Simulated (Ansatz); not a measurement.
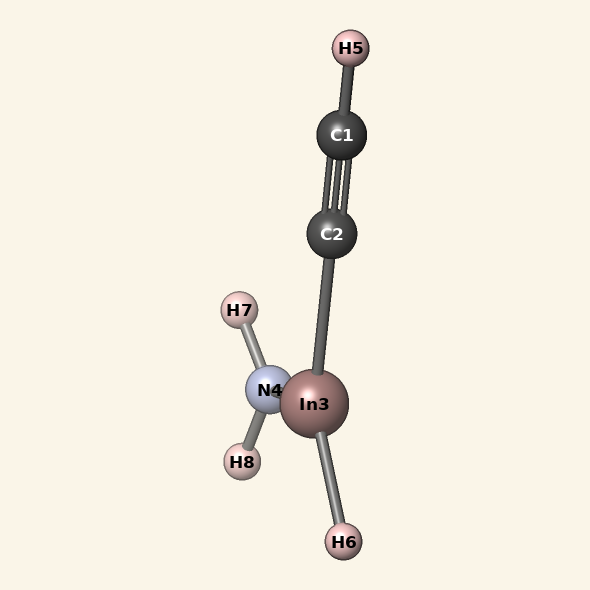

N4 lies behind In3. The molecule seen a little off the In3–N4 bond, In3 in front. Distant atoms are faded towards the background colour. The computed structure is the end point of a PBE-D4/def2-SVP optimisation. No frequency run is at hand to confirm it as a minimum.

**What is the torsion angle C2–In3–N4–H7? The sign is positive where the front bond must turn clockwise to cover the back bond.**

−14°, synperiplanar (eclipsed).
